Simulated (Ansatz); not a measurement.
## How far to go with shifted k-point meshes: Cs (Im-3m, 1 atom in the cell)

```yaml
crystal:
  lattice:
    - [-3.03475, 3.03475, 3.03475]
    - [3.03475, -3.03475, 3.03475]
    - [3.03475, 3.03475, -3.03475]
  atoms:
    - { symbol: Cs, position: [0.00000, 0.00000, 0.00000] }
```

Method: PBEsol, default PAW files made with PBE (plane waves; Ansatz, a program for electronic structure).

Base settings: basis.ecutwfc = 30.9 Ry; kpoints.mp_grid.grid = 8 8 8; hamiltonian.xc = pbesol; hamiltonian.pseudopotentials = {kind: paw} (the program's default PAW files); scf.occupations.method = gaussian; scf.occupations.width = 0.0073 Ry.

In this ladder: kpoints.mp_grid.shift = 0.5 0.5 0.5.

Only quantities that move along the ladder and can be compared are tabulated.

The count of work is k-points × plane waves × bands × iterations; it is no time. 

The starting cell has typed, rounded lattice constants, without a prior relaxation at this level. Its lattice was rescaled by up to half a per cent. Ansatz's pressure includes its estimate of the finite-basis (Pulay) stress.

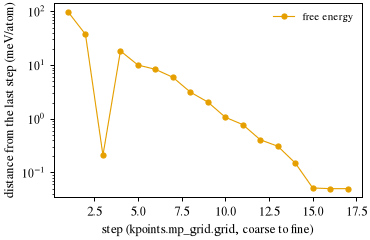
Distance from the last step along the ladder; very small values are drawn at a floor.

| kpoints.mp_grid.grid | free energy less the last step's (meV/atom) | pressure (GPa) | count of work / last |
|---|---|---|---|
| 2 2 2 | 98.35 | 0.19 | 0.0044 |
| 3 3 3 | 37.24 | 0.09 | 0.0088 |
| 4 4 4 | 0.21 | -0.05 | 0.013 |
| 5 5 5 | 18.32 | -0.04 | 0.022 |
| 6 6 6 | -10.02 | -0.06 | 0.031 |
| 7 7 7 | 8.33 | -0.04 | 0.044 |
| 8 8 8 | -5.91 | -0.07 | 0.057 |
| 9 9 9 | 3.13 | -0.05 | 0.077 |
| 10 10 10 | -2.05 | -0.07 | 0.097 |
| 11 11 11 | 1.07 | -0.05 | 0.12 |
| 12 12 12 | -0.78 | -0.06 | 0.15 |
| 14 14 14 | -0.41 | -0.06 | 0.22 |
| 15 15 15 | 0.31 | -0.06 | 0.26 |
| 17 17 17 | 0.15 | -0.06 | 0.36 |
| 18 18 18 | -0.05 | -0.06 | 0.42 |
| 20 20 20 | 0.02 | -0.06 | 0.55 |
| 23 23 23 | 0.00 | -0.06 | 0.80 |
| 25 25 25 | 0.00 | -0.06 | 1.0 |

Coarsest kpoints.mp_grid.grid that holds the pressure within 0.1 GPa of the last step, with all finer ones: 4 4 4, at 0.013 of the last step's count of work; the step before is off by 0.15 GPa.

Coarsest kpoints.mp_grid.grid that holds the free energy within 0.5 meV/atom of the last step, with all finer ones: 14 14 14, at 0.22 of the last step's count of work; the step before is off by 0.78 meV/atom.

Keys are those of Ansatz 0.2.
